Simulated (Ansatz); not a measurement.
## Hypothetical Pm-3n ZnO: pressure series

The reference is ZnO (space group Pm-3n, No. 223; a = 5.5770 Å; a hypothetical phase, not in the database extracts checked).

Cell and atoms are relaxed at each pressure.

Level of theory: plane-wave PAW DFT at the PBEsol level (Ansatz, an electronic-structure program, 420 eV), spin-orbit coupling left out.

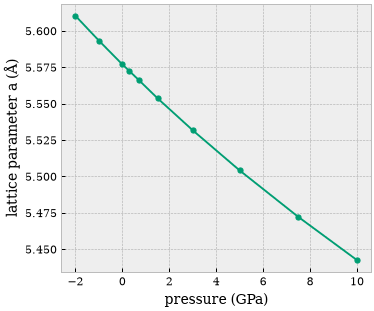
Figure. Lattice parameter a against pressure

| pressure (GPa) | lattice parameter a |
|---|---|
| -2 | 561.0 pm |
| -1 | 559.3 pm |
| 0.3 | 557.2 pm |
| 0.7 | 556.6 pm |
| 1.5 | 555.4 pm |
| 3 | 553.2 pm |
| 5 | 550.4 pm |
| 7.5 | 547.2 pm |
| 10 | 544.2 pm |

Load acts through the strain it causes; cell and atoms are relaxed under it. No phonon test of stability was made. No other phases were tried under pressure.
